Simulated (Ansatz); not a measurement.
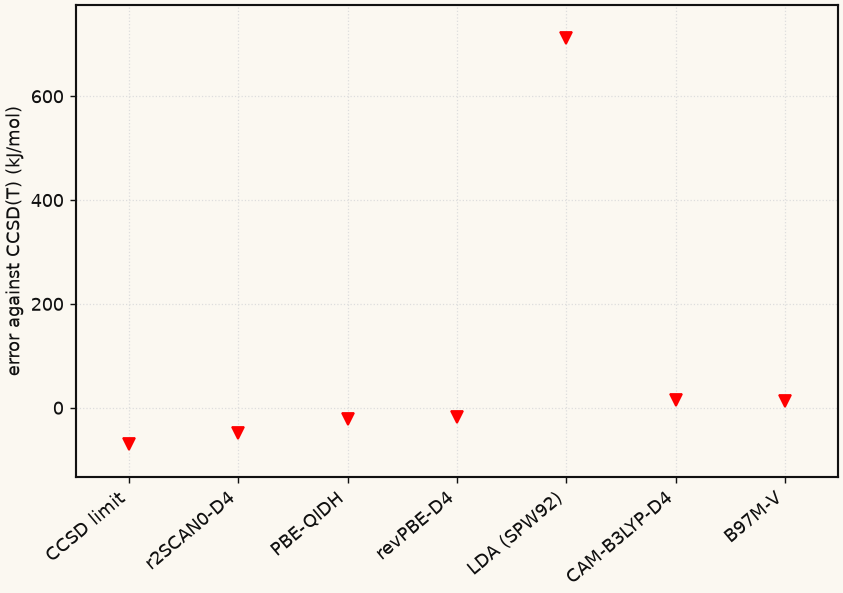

Error in the electronic atomisation energy (method less reference, so positive means overbinding) of C₃H₈OSi, SMILES C[C@@]1(O)C[SiH2]1: functionals in def2-TZVPP against frozen-core CCSD(T) at the limit (MP2 extrapolated from triple and quadruple zeta, plus CCSD(T) less MP2 in a smaller set), which gives 4848.6 kJ/mol, at a PBE0-D4/def2-TZVP geometry (a minimum by its frequencies), no zero-point or spin-orbit term, the Ansatz code 0.2.0. The reference leaves out core correlation, a term that grows with the number of heavy atoms. PBE-QIDH holds a correlation term that converges slowly with the basis, so part of the distance to the limit is basis error. No dispersion term is added to PBE-QIDH. Limit means the basis limit.

Q: What range do the values span?

A: From −70.5 kJ/mol (CCSD limit) to 712.8 kJ/mol (LDA (SPW92)).

Q: Which of these levels overbind, and which underbind?

A: Overbind: LDA (SPW92). Underbind: CCSD limit and r2SCAN0-D4. Within 25 kJ/mol of zero, too close to call in view of what the reference leaves out: PBE-QIDH, revPBE-D4, CAM-B3LYP-D4 and B97M-V.
